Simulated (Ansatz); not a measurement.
System: HfSi₂B₄.

Input file:

```
crystal:
  lattice:
    - [3.0102381923, 0.0, 0.0]
    - [-1.5051190961, 2.606942746, 0.0]
    - [0.0, 0.0, 9.619612745]
  atoms:
    - { symbol: Hf, position: [0.0, 0.0, 0.0] }
    - { symbol: Si, position: [0.0, 0.0, 0.6327102996] }
    - { symbol: Si, position: [0.0, 0.0, 0.3672897004] }
    - { symbol: B, position: [0.6666666667, 0.3333333333, 0.1861915509] }
    - { symbol: B, position: [0.3333333333, 0.6666666667, 0.1861915509] }
    - { symbol: B, position: [0.3333333333, 0.6666666667, 0.8138084491] }
    - { symbol: B, position: [0.6666666667, 0.3333333333, 0.8138084491] }
basis:
  ecutwfc: 420
kpoints:
  mp_grid: { grid: [12, 12, 4] }
hamiltonian:
  xc: pbe
scf:
  occupations: { method: gaussian, width: 0.1 }
output:
  forces: true
  stress: true
  eigenvalues: true
  write_density: true
  write_potential: true
  elf: true
  volumetric_format: npy
relax:
  adjacent_minimum: "off"
  f_tol: 0.01
  max_steps: 30
  cell: { stress_tol: 0.1, fix: [volume] }
```

Command:

```sh
ansatz run input.yaml --threads 1 --pin off --max-ram 2560MiB --backend cpu --events-out ev --progress --plain --runs-dir out
```

Below, planes, directions and counts refer to the conventional cell (a = 3.02 Å, b = 3.02 Å, c = 9.58 Å, α = 90.00°, β = 90.00°, γ = 120.00°).

The fields are those of the run's last geometry, not of the input's.

Space group P6/mmm; a generated structure, not necessarily the stable one; changed on purpose from its base cell (volume × 0.97, shape and atoms relaxed); computed pressure about 4 GPa in this cell.

Theory: DFT PBE, scalar-relativistic, plane waves, PAW (Ansatz).

Question: What will maps of the valence pseudo-density and electron localisation function show?

Answer: B–B (1.74 Å): the density is about 0.84 e/Å³ at the midpoint; the ELF peaks at about 0.90 between the atoms.
Hf–B (2.51 Å): ρ is about 0.33 e/Å³ halfway; the ELF peaks at about 0.60 in the valence shell of B, 0.8 Å from its nucleus, and is about 0.15 at the midpoint.
Si–Si (2.51 Å): the density is about 0.38 e/Å³ at the midpoint; the ELF peaks at about 0.80 between the atoms.
Hf–Si (3.54 Å): ρ is about 0.14 e/Å³ halfway; the ELF is about 0.10 at the midpoint: no shared electron pair shows on this line.

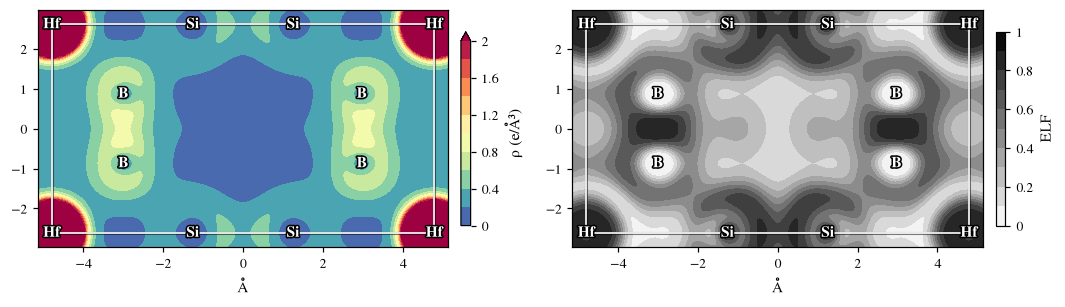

Computed valence pseudo-density and electron localisation function on the (110) plane of the conventional cell, in this order. 

In a PAW calculation such maps are meaningful between the atoms, not at the nuclei.
